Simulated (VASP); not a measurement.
Band structure of TiAl (relaxed from the CsCl type structure, space group Pm-3m). Computed with r2SCAN meta-GGA, VASP's PBE PAW potentials (set 64) (plane waves; VASP).

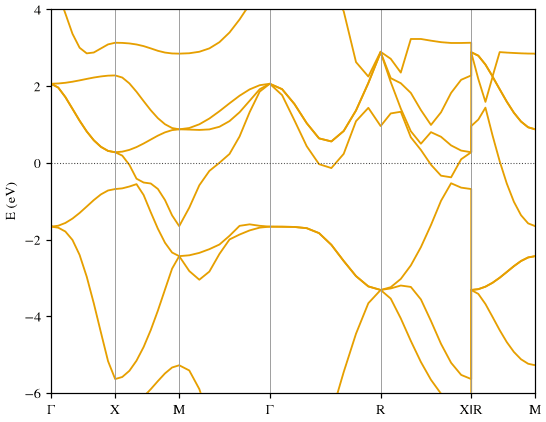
*Bands along high-symmetry lines, zero at the valence-band maximum or, without a gap, the Fermi level*

Problem. Read the plot: is there a gap, and where are the band edges?

Solution. It has no gap at this level: it comes out as a metal or semimetal.

The structure was generated: TiAl was put into the CsCl type type (Pm-3m), which need not be its known phase. It was relaxed first, which changed the volume by -35 %. The electron count is odd and the run is not spin-polarised, which forces a metal.
